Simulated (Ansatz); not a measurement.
H$_{2}$Sn···HCl

Input file:

```
crystal:
  periodic: [false, false, false]
  atoms:
    - { symbol: Sn, position_ang: [0.0, 0.0, 0.0] }
    - { symbol: Cl, position_ang: [1.5152, 0.0, 2.1251] }
    - { symbol: H, position_ang: [1.9164, 0.0, 0.3021] }
    - { symbol: H, position_ang: [-0.8195, 1.4198, -0.5794] }
    - { symbol: H, position_ang: [-0.8195, -1.4198, -0.5794] }
basis:
  gaussian: { orbitals: def2-SVP }
hamiltonian:
  xc: cam_b3lyp
  dispersion: d4
relax:
  f_tol: 0.15
  max_steps: 25
  restrain:
    - { distance: [1, 2], at: 1.37, k: 30.0 }
    - { distance: [0, 1], at: 3.61, k: 30.0 }
    - { distance: [0, 2], at: 2.94, k: 30.0 }
output:
  orbitals: {}
```

Command:

```sh
ansatz run input.yaml --threads 2 --pin off --max-ram 3072MiB --backend cpu --events-out ev --progress --plain --runs-dir out
```

The fields are those of the run's last geometry, not of the input's.

Core potentials replace the inner electrons of Sn; not at a stationary point (largest force 1.2 eV/Å).

These are results of RKS CAM-B3LYP-D4/def2-SVP (Ansatz 0.2.0), not measurements.

Question: What will maps of the electron density and electron localisation function show?

Answer: Sn–H (1.77 Å): ρ is about 0.96 e/Å³ halfway; the ELF climbs to about 1 towards the hydrogen.

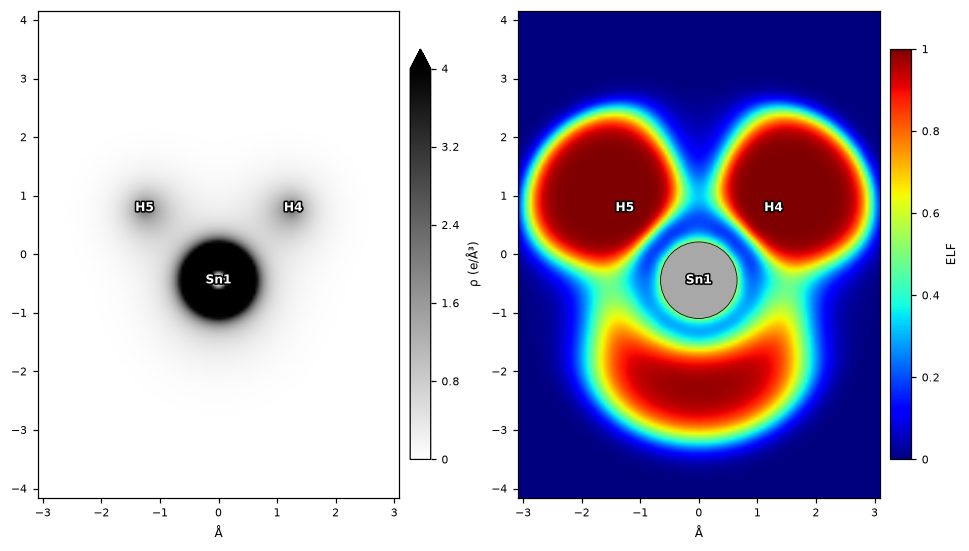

Computed electron density and electron localisation function on the plane of atoms H4, Sn1 and H5, in this order. Grey discs cover the atomic cores in the ELF map. 
